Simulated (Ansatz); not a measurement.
Electronic density of states of amorphous silicon oxide (Si24O47), density 2.20 g/cm³, on a 2×2×2 Γ-centred mesh with a Gaussian width of 0.1 eV; energies count from the Fermi level, whose place inside the gap is arbitrary. Cell and mesh are small, so fine structure isn't converged. Level of theory: PBE, scalar-relativistic without spin-orbit coupling (plane waves to 420 eV, PAW; Ansatz, a program for electronic structure). Sampling: a 2×2×2 Γ-centred mesh; Fermi-Dirac width 0.01 eV; collinear spin, started from moments on atoms (at the end a net moment of 2.0 μB). The usual formal charges leave 2 electrons over, so the level spacing at the Fermi energy parts defect or band states and needn't be the band gap. In the spin-polarised cell the level spacing at the Fermi energy can part levels of unlike spin. At PBE the levels at both edges of the gap are localised (band-tail or defect states), and the nearest spread-out levels lie 5.8 eV apart at the zone centre.

A CHGNet melt-quench gave the starting glass, which DFT then relaxed. O atoms were pushed apart under 1.9 Å during the dynamics, to hinder bonds among them. The hot cell started wider than the set density and was brought back towards it in steps. It is the lowest in DFT energy of 2 quenches. It is a model cell: composition and starting density were chosen by hand, and all elements were melted together. No dispersion term was used. Its density started from a set value of 2.20 and ended at 2.20 g/cm³. Cooling (nominally 480 K/ps over its main leg) ran many orders faster than in experiment, which tends to leave more defects and strain. One small periodic cell is one sample of the glass; other quenches scatter about these values. The volume was held where the preparation left it, at a PBE pressure of -0.4 GPa (tension). Stress components on the final sampling reach 2.1 GPa.

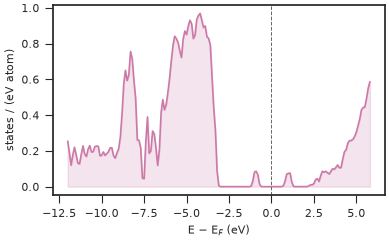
*Density of states per atom*

The level spacing at the Fermi energy on this mesh is 1.65 eV; the broadening fills part of it in the curve.
